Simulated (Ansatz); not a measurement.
# (PbSe)1(SnTe)3 [001] superlattice, started as rocksalt type: from the cell to its phonons

Wanted: phonon frequencies of (PbSe)1(SnTe)3 [001] superlattice, started as rocksalt type and what follows from them.

Calculated with Ansatz 0.2.0; DFT PBE, scalar-relativistic, plane waves, PAW.

The structure was built from a prototype and need not be the compound's stable phase.

## (1) Starting point

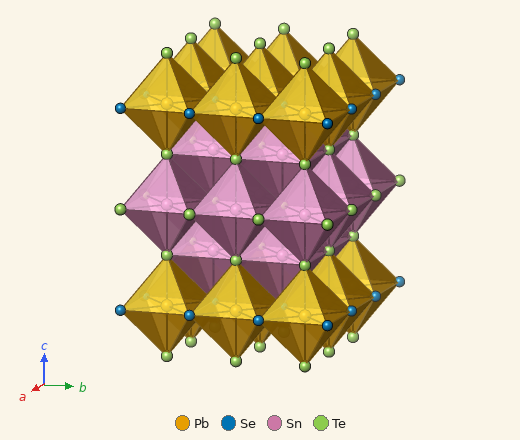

Start, viewed slightly off an axis; lead orange, selenium blue, tin pink, tellurium green. 2×2×1 cells are drawn. Some periodic images of atoms are drawn too.

## (2) Bringing the structure to rest

Harmonic phonons are second derivatives at a point where the forces vanish, and they are wanted at zero stress, so atoms and cell are relaxed first.

input.yaml reads:

```yaml
crystal:
  lattice:
    - [3.13125, 3.13125, 0.0]
    - [-3.13125, 3.13125, 0.0]
    - [0.0, 0.0, 12.525]
  atoms:
    - { symbol: Pb, position: [0.0, 0.0, 0.0] }
    - { symbol: Se, position: [0.5, 0.5, 0.0] }
    - { symbol: Sn, position: [0.5, 0.5, 0.25] }
    - { symbol: Sn, position: [0.0, 0.0, 0.5] }
    - { symbol: Sn, position: [0.5, 0.5, 0.75] }
    - { symbol: Te, position: [0.0, 0.0, 0.25] }
    - { symbol: Te, position: [0.5, 0.5, 0.5] }
    - { symbol: Te, position: [0.0, 0.0, 0.75] }
kpoints:
  mp_grid: { grid: [8, 8, 4] }
hamiltonian:
  xc: pbe
scf:
  occupations: { method: gaussian, width: 0.01 }
output:
  forces: true
  stress: true
  eigenvalues: true
  write_density: true
  write_potential: true
  elf: true
  volumetric_format: npy
relax:
  adjacent_minimum: "off"
  f_tol: 0.005
  max_steps: 80
  cell: { stress_tol: 0.05 }
```

Command:

```
$ ansatz run input.yaml --threads 8 --pin off --max-ram 14336MiB --backend cpu --events-out ev --progress --plain --runs-dir out
```

Numbers of over 12 decimals in the logs are rounded to 6 here.

Log:

```text
Engine: ansatz 0.2.0, aarch64-unknown-linux-gnu
Pseudopotentials: kind: paw
Pseudopotential: Pb, paw, valence charge 14, recommended cutoff 420 eV (normal), Pb.paw.azcp
Pseudopotential: Se, paw, valence charge 16, recommended cutoff 420 eV (normal), Se.paw.azcp
Pseudopotential: Sn, paw, valence charge 14, recommended cutoff 420 eV (normal), Sn.paw.azcp
Pseudopotential: Te, paw, valence charge 16, recommended cutoff 420 eV (normal), Te.paw.azcp
Functional definition: PBE
  parameter kappa = 0.804
  parameter beta = 0.066725
  exchange = pbe_x(kappa = kappa, mu = beta*pi^2/3)
  correlation = pbe_c(beta = beta)
Crystal: 8 atoms, lattice volume = 245.608 Å³
Basis set: ecut = 420 eV, 4825 PW (Γ), exchange–correlation on 60×60×180 points (8 copies of the dense FFT grid, shifted against one another)
Bands: 72, of which v1, the nominal top of the filled ones, is band 60 counted from 1 (59 counted from 0)
Symmetry: 16 space group operations
Space group: P4/mmm (ITA 123), of the structure as read, at distance tolerance 6.3e-5 Å
k-points: 45 of 256
Non-local potential: Pb, projectors of the file, l = 0: 2, l = 1: 2, l = 2: 2, l = 3: 2
Non-local potential: Se, projectors of the file, l = 0: 2, l = 1: 2, l = 2: 3, l = 3: 1
Non-local potential: Sn, projectors of the file, l = 0: 2, l = 1: 2, l = 2: 2, l = 3: 2
Non-local potential: Te, projectors of the file, l = 0: 2, l = 1: 2, l = 2: 2, l = 3: 2
PAW form: soft (Blöchl's): semilocal exchange-correlation on the pseudo side does not see the compensation charge
PAW one-centre angular grid: Pb, 590 points (default); XC on 64 Gauss nodes
PAW one-centre angular grid: Se, 590 points (default); XC on 64 Gauss nodes
PAW one-centre angular grid: Sn, 590 points (default); XC on 64 Gauss nodes
PAW one-centre angular grid: Te, 590 points (default); XC on 64 Gauss nodes
Initial density: superposition of atomic densities (neutral atoms: chi_scale 0, normalization atom), corrected by the library's trained network
Initial wavefunctions: pseudopotential atomic-orbital guess
Functional: x = pbe(κ = 0.804, μ = 0.219515), c = pbe(β = 0.066725)
SCF iter   1: F=—  HF=-56390.641153 eV  |F-HF|=—  |Δ(HF+E_count)|=         —  Δρ=8.34e-4  dr2=9.38e-3  ethr=1.77e-3  ⟨swp⟩=7.2  Hψ=12976  notcnv=0  defer=5
preconditioner: auto → Resta (q_TF=auto, 2.421 Å⁻¹)  ε∞=4.4  [insulator: Δε(μ)=0.278 eV  Ē_g=8.179 eV  σ=0.010 eV  W_gap=1.00  n_scr=56 (ndim 8)  ℏωp=15.0 eV  f_vac=0.012  D(μ)=0.00/eV (n_scr^D=0)  ε∞_Penn≈4.4]
SCF iter   2: F=—  HF=-56390.635289 eV  |F-HF|=—  |Δ(HF+E_count)|=   5.86e-3  Δρ=5.68e-4  dr2=1.11e-3  ethr=7.81e-6  ⟨swp⟩=3.1  Hψ=6732  notcnv=0  defer=265
SCF iter   3: F=—  HF=-56390.635219 eV  |F-HF|=—  |Δ(HF+E_count)|=   6.97e-5  Δρ=2.39e-4  dr2=2.31e-4  ethr=9.26e-7  ⟨swp⟩=2.2  Hψ=4588  notcnv=0  defer=265
SCF iter   4: F=—  HF=-56390.635246 eV  |F-HF|=—  |Δ(HF+E_count)|=   2.68e-5  Δρ=6.62e-5  dr2=1.29e-5  ethr=1.93e-7  ⟨swp⟩=2.4  Hψ=4356  notcnv=0  defer=265
SCF iter   5: F=—  HF=-56390.635126 eV  |F-HF|=—  |Δ(HF+E_count)|=   1.20e-4  Δρ=1.91e-5  dr2=2.27e-6  ethr=1.07e-8  ⟨swp⟩=2.1  Hψ=5203  notcnv=0  defer=265
SCF iter   6: F=—  HF=-56390.635126 eV  |F-HF|=—  |Δ(HF+E_count)|=   3.80e-8  Δρ=7.21e-6  dr2=2.09e-7  ethr=1.89e-9  ⟨swp⟩=2.0  Hψ=5675  notcnv=0  defer=265
SCF iter   7: F=-56390.635126 eV  HF=-56390.635126 eV  |F-HF|=7.79e-10  |Δ(HF+E_count)|=   1.62e-7  Δρ=2.43e-6  dr2=1.90e-8  ethr=8.33e-11  ⟨swp⟩=15.4  Hψ=27517  notcnv=0
SCF 1 converged in 7 iterations: F = -56390.635126 eV  dr2 = 1.90e-8
  greatest PAW one-centre occupation: 1.000 electrons in one spin orbital (limit 2), on the Se atom at site 1 (counted from 0), in its partial waves of l = 2
relax step   1: F+E_penalty+E_count = -56390.63512571 eV  Δ(F+E_penalty+E_count) = +0.000e0 eV  max|allowed force component| = 3.319e-1 eV/Å  Δτ_max = 0.0000 Å  P = +2.367 GPa  Ω = 245.608 Å³  (7 SCF iters, dr2 threshold 1.00e-7 eV, accepted)
Crystal: 8 atoms, lattice volume = 265.838 Å³
Basis set: ecut = 420 eV, 5187 PW (Γ), exchange–correlation on 60×60×180 points (8 copies of the dense FFT grid, shifted against one another)
Initial density: handed on by an earlier stage of this run
Initial wavefunctions: those handed on with the density
iter 1 solved again at ethr=1.04e-4 eV; its pass at ethr=3.10e-3 eV (dr2=1.25e-1 eV) is discarded
SCF iter   1: F=—  HF=-56390.737599 eV  |F-HF|=—  |Δ(HF+E_count)|=         —  Δρ=3.19e-3  dr2=1.23e-1  ethr=1.04e-4  ⟨swp⟩=3.0  Hψ=16996  notcnv=0
preconditioner: auto → Resta (q_TF=auto, 2.390 Å⁻¹)  ε∞=4.4  [insulator: Δε(μ)=0.046 eV  Ē_g=7.826 eV  σ=0.010 eV  W_gap=1.00  n_scr=56 (ndim 8)  ℏωp=14.4 eV  f_vac=0.025  D(μ)=0.01/eV (n_scr^D=0)  ε∞_Penn≈4.4]
SCF iter   2: F=—  HF=-56390.719319 eV  |F-HF|=—  |Δ(HF+E_count)|=   1.83e-2  Δρ=1.21e-3  dr2=7.71e-3  ethr=1.02e-4  ⟨swp⟩=3.6  Hψ=4678  notcnv=0
SCF iter   3: F=—  HF=-56390.718417 eV  |F-HF|=—  |Δ(HF+E_count)|=   9.02e-4  Δρ=6.98e-4  dr2=2.25e-3  ethr=6.43e-6  ⟨swp⟩=2.5  Hψ=6570  notcnv=0  defer=32
SCF iter   4: F=—  HF=-56390.718618 eV  |F-HF|=—  |Δ(HF+E_count)|=   2.01e-4  Δρ=2.74e-4  dr2=3.74e-4  ethr=1.87e-6  ⟨swp⟩=2.1  Hψ=6411  notcnv=0  defer=32
SCF iter   5: F=—  HF=-56390.718537 eV  |F-HF|=—  |Δ(HF+E_count)|=   8.02e-5  Δρ=1.01e-4  dr2=4.94e-5  ethr=3.12e-7  ⟨swp⟩=2.0  Hψ=5905  notcnv=0  defer=32
SCF iter   6: F=—  HF=-56390.718575 eV  |F-HF|=—  |Δ(HF+E_count)|=   3.78e-5  Δρ=3.26e-5  dr2=4.10e-6  ethr=4.12e-8  ⟨swp⟩=2.0  Hψ=5908  notcnv=0  defer=32
SCF iter   7: F=-56390.718582 eV  HF=-56390.718581 eV  |F-HF|=6.15e-7  |Δ(HF+E_count)|=   6.18e-6  Δρ=9.53e-6  dr2=2.62e-7  ethr=6.67e-10  ⟨swp⟩=13.9  Hψ=29613  notcnv=0
SCF 2 converged in 7 iterations: F = -56390.718582 eV  dr2 = 2.62e-7
  Residual-converged pass: ⟨swp⟩=1.0  Hψ=3421  notcnv=0  max |occ|·‖R‖ = 7.0e-9 eV (tolerance 1.0e-8 eV)  dr2=2.62e-7  dr2_onsite=3.39e-8  max |Δocc| = 3.5e-19
relax step   2: F+E_penalty+E_count = -56390.71858197 eV  Δ(F+E_penalty+E_count) = -8.346e-2 eV  max|allowed force component| = 1.761e-1 eV/Å  Δτ_max = 0.0984 Å  P = -1.183 GPa  Ω = 265.838 Å³  energy of the carried Pulay correction = -3.206e-3 eV  (7 SCF iters, dr2 threshold 8.00e-7 eV, accepted)
Crystal: 8 atoms, lattice volume = 258.797 Å³
Basis set: ecut = 420 eV, 5075 PW (Γ), exchange–correlation on 60×60×180 points (8 copies of the dense FFT grid, shifted against one another)
iter 1 solved again at ethr=1.10e-5 eV; its pass at ethr=3.10e-3 eV (dr2=1.32e-2 eV) is discarded
SCF iter   1: F=—  HF=-56390.758445 eV  |F-HF|=—  |Δ(HF+E_count)|=         —  Δρ=9.56e-4  dr2=1.30e-2  ethr=1.10e-5  ⟨swp⟩=4.1  Hψ=15378  notcnv=0
preconditioner: auto → Resta (q_TF=auto, 2.400 Å⁻¹)  ε∞=4.4  [insulator: Δε(μ)=0.158 eV  Ē_g=7.928 eV  σ=0.010 eV  W_gap=1.00  n_scr=56 (ndim 8)  ℏωp=14.6 eV  f_vac=0.015  D(μ)=0.00/eV (n_scr^D=0)  ε∞_Penn≈4.4]
SCF iter   2: F=—  HF=-56390.756482 eV  |F-HF|=—  |Δ(HF+E_count)|=   1.96e-3  Δρ=3.96e-4  dr2=8.21e-4  ethr=1.08e-5  ⟨swp⟩=3.8  Hψ=4676  notcnv=0
SCF iter   3: F=—  HF=-56390.756353 eV  |F-HF|=—  |Δ(HF+E_count)|=   1.29e-4  Δρ=2.29e-4  dr2=2.59e-4  ethr=6.84e-7  ⟨swp⟩=2.1  Hψ=5703  notcnv=0
SCF iter   4: F=—  HF=-56390.756191 eV  |F-HF|=—  |Δ(HF+E_count)|=   1.62e-4  Δρ=7.20e-5  dr2=2.59e-5  ethr=2.16e-7  ⟨swp⟩=2.0  Hψ=5931  notcnv=0
SCF iter   5: F=—  HF=-56390.756193 eV  |F-HF|=—  |Δ(HF+E_count)|=   2.66e-6  Δρ=2.66e-5  dr2=2.99e-6  ethr=2.16e-8  ⟨swp⟩=2.0  Hψ=5936  notcnv=0
SCF iter   6: F=-56390.756195 eV  HF=-56390.756195 eV  |F-HF|=4.68e-7  |Δ(HF+E_count)|=   1.60e-6  Δρ=1.07e-5  dr2=4.09e-7  ethr=6.67e-10  ⟨swp⟩=13.5  Hψ=31927  notcnv=0
SCF 3 converged in 6 iterations: F = -56390.756195 eV  dr2 = 4.09e-7
relax step   3: F+E_penalty+E_count = -56390.75619538 eV  Δ(F+E_penalty+E_count) = -3.761e-2 eV  max|allowed force component| = 1.962e-2 eV/Å  Δτ_max = 0.0309 Å  P = -0.132 GPa  Ω = 258.797 Å³  energy of the carried Pulay correction = -2.119e-3 eV  (6 SCF iters, dr2 threshold 8.00e-7 eV, accepted)
[...]
relax step   4: F+E_penalty+E_count = -56390.75681864 eV  Δ(F+E_penalty+E_count) = -6.233e-4 eV  max|allowed force component| = 1.239e-2 eV/Å  Δτ_max = 0.0036 Å  P = +0.005 GPa  Ω = 257.948 Å³  energy of the carried Pulay correction = -1.986e-3 eV  (5 SCF iters, dr2 threshold 1.12e-7 eV, accepted)
[...]
relax step   5: F+E_penalty+E_count = -56390.75684606 eV  Δ(F+E_penalty+E_count) = -2.742e-5 eV  max|allowed force component| = 7.040e-4 eV/Å  Δτ_max = 0.0026 Å  P = +0.001 GPa  Ω = 257.982 Å³  energy of the carried Pulay correction = -1.992e-3 eV  (5 SCF iters, dr2 threshold 9.60e-9 eV, accepted)
Basis set: ecut = 420 eV, 5075 PW (Γ), exchange–correlation on 64×64×180 points (8 copies of the dense FFT grid, shifted against one another)
Initial wavefunctions: pseudopotential atomic-orbital guess (no wavefunctions were taken with the density)
iter 1 solved again at ethr=2.12e-7 eV; its pass at ethr=3.10e-3 eV (dr2=2.55e-4 eV) is discarded
SCF iter   1: F=—  HF=-56390.753624 eV  |F-HF|=—  |Δ(HF+E_count)|=         —  Δρ=3.52e-4  dr2=8.21e-6  ethr=2.12e-7  ⟨swp⟩=4.0  Hψ=22019  notcnv=0
SCF iter   2: F=—  HF=-56390.757472 eV  |F-HF|=—  |Δ(HF+E_count)|=   3.85e-3  Δρ=1.77e-4  dr2=1.91e-6  ethr=6.84e-9  ⟨swp⟩=2.5  Hψ=5068  notcnv=0
SCF iter   3: F=—  HF=-56390.758762 eV  |F-HF|=—  |Δ(HF+E_count)|=   1.29e-3  Δρ=1.80e-5  dr2=6.29e-8  ethr=1.60e-9  ⟨swp⟩=2.0  Hψ=4100  notcnv=0
SCF iter   4: F=—  HF=-56390.758775 eV  |F-HF|=—  |Δ(HF+E_count)|=   1.28e-5  Δρ=1.96e-6  dr2=7.73e-9  ethr=5.24e-11  ⟨swp⟩=2.0  Hψ=5937  notcnv=0
SCF iter   5: F=—  HF=-56390.758775 eV  |F-HF|=—  |Δ(HF+E_count)|=   1.04e-7  Δρ=4.80e-7  dr2=8.19e-10  ethr=6.44e-12  ⟨swp⟩=2.0  Hψ=5915  notcnv=0
SCF iter   6: F=—  HF=-56390.758775 eV  |F-HF|=—  |Δ(HF+E_count)|=   1.13e-9  Δρ=1.82e-7  dr2=1.69e-10  ethr=1.00e-12  ⟨swp⟩=2.0  Hψ=3960  notcnv=0
SCF iter   7: F=-56390.758775 eV  HF=-56390.758775 eV  |F-HF|=2.91e-11  |Δ(HF+E_count)|=  3.71e-10  Δρ=7.37e-8  dr2=3.22e-11  ethr=1.00e-12  ⟨swp⟩=7.0  Hψ=15415  notcnv=0
SCF 6 converged in 7 iterations: F = -56390.758775 eV  dr2 = 3.22e-11
relax step   6: F+E_penalty+E_count = -56390.75877518 eV  Δ(F+E_penalty+E_count) = -1.929e-3 eV  max|allowed force component| = 8.013e-4 eV/Å  Δτ_max = 0.0000 Å  P = -0.002 GPa  Ω = 257.982 Å³  stress off target by 2.84e-3 GPa  SCF on the basis re-selected at this cell (its energy is not comparable with the rows above)  (7 SCF iters)
basis re-selected at this cell: Δ(F+E_penalty+E_count) = -1.929e-3 eV, ΔP = -0.003 GPa vs the last step (what re-selecting the basis moved, of the pressure what is left beyond the Pulay correction that the steps carried, after the strain that the cell walked since its last selection, with what the two solves' SCF thresholds leave and, on support functions, any second-order correction that the steps lacked; it is no measure of the basis error at this ecutwfc). The dense FFT grid was sized anew with the basis: this SCF ran on 32×32×90 points, the steps before it on 30×30×90, so part of this shift can come from that change (see relax.cell in the input reference). [rest of the remark cut]
SCF converged after 7 iterations
Free energy (F): -56390.758775 eV
Harris-Foulkes:  -56390.758775 eV  (|F-HF|=2.91e-11)
Internal energy: -56390.758775 eV  (E = F + TS)
E sigma→0 (E₀):  -56390.758775 eV
Fermi energy:    8.834956 eV
--- Per-component energies (eV) ---
  E_band       = -1563.901394
  E_kinetic    = 1499.407917
  E_local      = -10318.804038  (includes V_loc(G=0)·N_el)
  E_nonlocal   = -1275.062290
  E_hartree    = 5832.096738
  E_xc         = -1846.706816
  E_vxc        = -831.204974  (∫ρ·V_xc dr)
  E_paw        = -38701.142373  (= ΣΔE_a)
  E_vpaw       = -2302.430761  (= ΣTr[D̂ρ^β])
  E_aug_tail   = -0.001102  (compensation charges beyond the density's cutoff)
  E_ewald      = -11580.546811
  E_smearing   = -0.000000  (= −TS)
  E_closure    = 0.000000  (closes the sum)
  Σ components = -56390.758775   (vs F -56390.758775, Δ=0.00e0)
--- Forces (eV/Å), atoms counted from 1 ---
  atom   1  Pb     0.00000000     0.00000000     0.00000000
  atom   2  Se     0.00000000     0.00000000     0.00000000
  atom   3  Sn     0.00000000     0.00000000    -0.00043778
  atom   4  Sn    -0.00000000    -0.00000000     0.00000000
  atom   5  Sn     0.00000000     0.00000000     0.00043778
  atom   6  Te     0.00000000     0.00000000     0.00080134
  atom   7  Te    -0.00000000     0.00000000     0.00000000
  atom   8  Te     0.00000000     0.00000000    -0.00080134
  max |Σ_I F_I| component: 1.08e-19 eV/Å
--- Stress (GPa, compression-positive) ---
       -0.001307      -0.000000       0.000000
       -0.000000      -0.001307       0.000000
        0.000000       0.000000      -0.002839
  P = ⅓ Tr σ = -0.0018 GPa (-0.018 kbar)
--- Band table (eV; the first three rows and the last of 45) ---
  k-point 0: bands = [... 56 lower, 6.8424, 6.8424, 6.9523, 7.1310, 10.6925, 10.7568, 11.4177, 12.0709, ... 8 higher]
  k-point 1: bands = [... 56 lower, 6.7749, 6.7749, 7.0911, 7.9323, 9.9107, 11.4549, 11.6341, 11.9041, ... 8 higher]
  k-point 2: bands = [... 56 lower, 6.6382, 6.6382, 7.5797, 7.8982, 10.2621, 10.6478, 11.5124, 11.7677, ... 8 higher]
  k-point 44: bands = [... 56 lower, 6.2611, 6.3011, 6.5335, 6.5682, 11.6038, 11.6514, 11.9189, 11.9189, ... 8 higher]
--- Relaxed structure (5 steps of the walk, 5 accepted, 1 SCFs on fresh bases) ---
  F+E_penalty+E_count = -56390.75877518 eV   max|allowed force component| = 8.013e-4 eV/Å   (the final SCF, on the basis selected at the relaxed cell)
  cell:  # Å, volume = 257.9824 Å³
    - [3.182615, 3.182615, 0.0]
    - [-3.182615, 3.182615, 0.0]
    - [0.0, 0.0, 12.734791]
  atoms:
    - { symbol: Pb, position: [0, 0, 0] }
    - { symbol: Se, position: [0.5, 0.5, 0] }
    - { symbol: Sn, position: [0.5, 0.5, 0.242652] }
    - { symbol: Sn, position: [0, 0, 0.500000] }
    - { symbol: Sn, position: [0.5, 0.5, 0.757348] }
    - { symbol: Te, position: [0, 0, 0.252437] }
    - { symbol: Te, position: [0.5, 0.5, 0.500000] }
    - { symbol: Te, position: [0, 0, 0.747563] }
```

Elapsed: 38 s, on 8 threads of Arm Neoverse V2, shared host; peak memory 1.5 GiB; 4.8 min of CPU time.

The steps of the relaxation:

```csv
step,energy less that of the first step (eV),largest force component (eV/Å),pressure (GPa),volume (Å³)
1,0.0000,0.3319,2.37,245.61
2,-0.0835,0.1761,-1.18,265.84
3,-0.1211,0.0196,-0.13,258.80
4,-0.1217,0.0124,0.00,257.95
5,-0.1217,0.0007,0.00,257.98
6*,-0.1236,0.0008,0.00,257.98
```

Relaxation steps marked * repeat the geometry before them on a plane-wave basis chosen anew for their cell, so energy and pressure can jump there.

The run keeps the 16 symmetry operations that it works with, so distortions that break them were not tested.

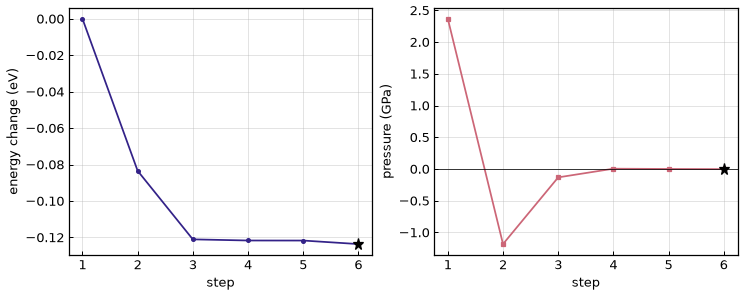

Energy and pressure along the relaxation. Stars mark steps on a basis chosen anew.

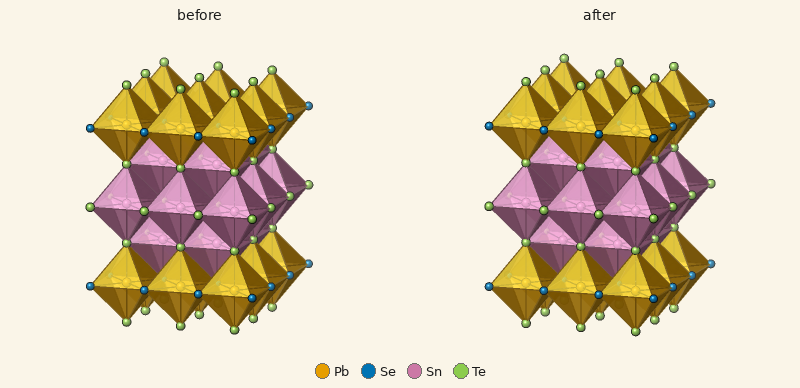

The structure before and after the relaxation, drawn at the same scale.

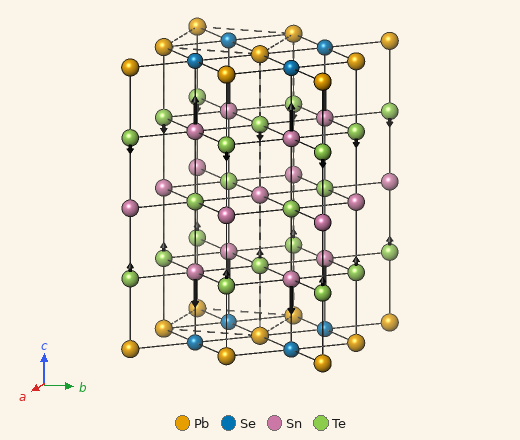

Displacements in the relaxation, exaggerated, measured against the changing cell; the longest in the cell stands for 0.09 Å. 2×2×1 cells are drawn. Some periodic images of atoms are drawn too.

```csv
"conventional cell, symmetrised",before,after,change
a (Å),4.428,4.501,+1.6 %
b (Å),4.428,4.501,+1.6 %
c (Å),12.525,12.735,+1.7 %
volume (Å³/atom),30.70,32.25,+5.0 %
```

The atoms that moved most (Å, as changes of fractional coordinates times the final cell):

```csv
atom,dx,dy,dz,length
Sn3,0.000,0.000,-0.094,0.094
Sn5,0.000,0.000,0.094,0.094
Te8,0.000,0.000,-0.031,0.031
Te6,0.000,0.000,0.031,0.031
```

Numbers from this step:

```yaml
pressure: -0.001818 GPa
gap_on_the_k_mesh: 0.1523 eV
volume_per_atom: 32.25 Å³
direct_gap_on_mesh: 0.1523 eV
```

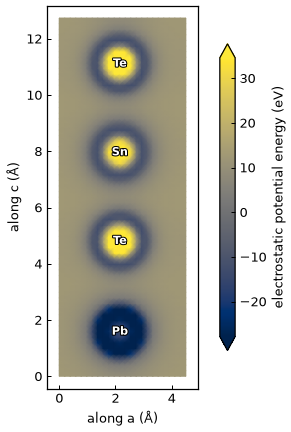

Electrostatic potential energy in the ac plane at fractional y = 0.000, with atoms of Pb and Sn and Te within 0.2 Å of it. With pseudopotentials it is smooth inside the atoms' cores, unlike the true potential. The map starts off the cell's origin, so that atoms lie inside it.

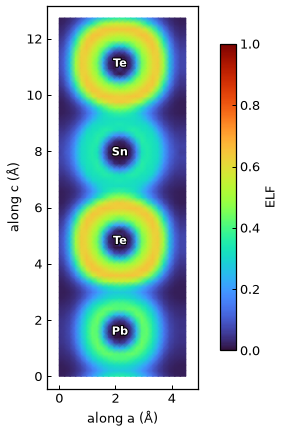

ELF in the ac plane at fractional y = 0.000, with atoms of Pb and Sn and Te within 0.2 Å of it. It is the smooth field of the valence electrons, not physical close to the nuclei. The map starts off the cell's origin, so that atoms lie inside it.

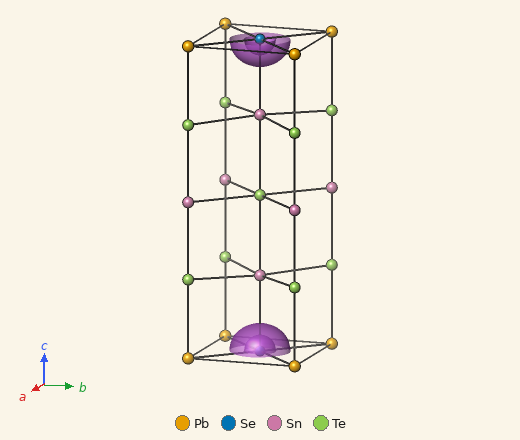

Surface of ELF = 0.73.

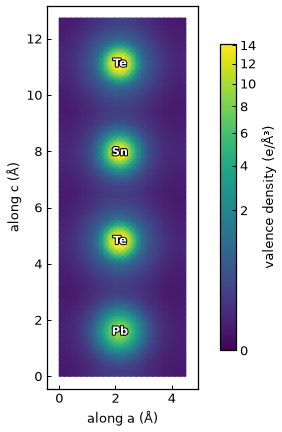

Valence density in the ac plane at fractional y = 0.000, with atoms of Pb and Sn and Te within 0.2 Å of it. It is the smooth field of the valence electrons, not physical close to the nuclei. The map starts off the cell's origin, so that atoms lie inside it. The colour scale is stretched toward low values.

In this step the volume went from 30.70 to 32.25 Å³/atom.

(Continued in part 2 of 2.)

[Logs are printed without paths, hosts, clocks, repeated set-up lines and the standing remarks that a program may print on its own settings, such as how far it seeks lower states.]

[Hosts, paths, dates, database ids (printed as entryN), source tags and the programs' standing remarks are cut or masked in the printed files.]
